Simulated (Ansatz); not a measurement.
Consider GeH (hydrogen-terminated (111) film, 2 layers).

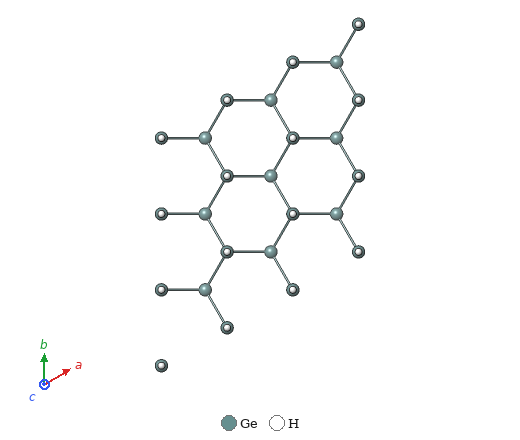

The structure (germanium teal, hydrogen white). 3×3×1 cells are drawn. Some periodic images of atoms are drawn too.

The cell holds 4 atoms: 2 Ge and 2 H. Its edges and angles: a = 4.001 Å, b = 4.001 Å, c = 30.900 Å, α = 90.0°, β = 90.0°, γ = 60.0°. It derives from Ge. Vacuum lies along c.

```
Ge H
1.0
     4.00081    0.00000    0.00000
     2.00041    3.46480    0.00000
     0.00000    0.00000   30.90000
Ge H
2 2
Cartesian
  4.0008 2.3099 15.0813
  2.0004 3.4648 15.8187
  4.0008 2.3099 13.5348
  2.0004 3.4648 17.3652
```

The structure was relaxed with PBEsol (ions only). The runs that relaxed it are not among those shown.

Gaps computed with Ansatz 0.2.0 without a self-energy: PBEsol 1.23 eV and HSE06 2.03 eV.

Question: What gap should G0W0 on PBEsol give (6×6×1 mesh, 631 empty bands, screening to 75 eV, PAW set soft_1 files)?

About 2.32 eV: on its mesh the run moves the gap from 1.23 eV by +1.09 eV. Among the scalar-relativistic levels given, HSE06 is nearest (−0.29 eV). Bands and cutoff are finite, so the gap is not at the basis limit. The miss can reach some tenths of an eV and take either sign; the mesh is an error of its own. In a film the band edges may be surface states, so its gap need not approach the bulk's. At these cutoffs the gaps of films stand short of the band limit, often by tenths of an eV, while the trend with thickness is less touched. In a film the band edges may be surface states, so its gap need not approach the bulk's. At these cutoffs the gaps of films stand short of the band limit, often by tenths of an eV, while the trend with thickness is less touched. The mesh in the plane is coarse for a sheet; gap and any exciton binding can still move on denser ones. The many-body steps are scalar-relativistic: spin-orbit coupling is not in them.

[Paths, hosts, dates, memory and timing lines, banners, echoed tables and standing remarks are left out of the program output.]

[Logs are printed without paths, hosts, clocks, repeated set-up lines and the standing remarks that a program may print on its own settings, such as how far it seeks lower states.]

[Runs of the session that timed out or met a known fault of the program may be left out.]

[Cells called generated may have been cut or substituted from an entry of the Crystallography Open Database or the Materials Project.]

[Hosts, paths, dates, database ids (printed as entryN), source tags and the programs' standing remarks are cut or masked in the printed files.]
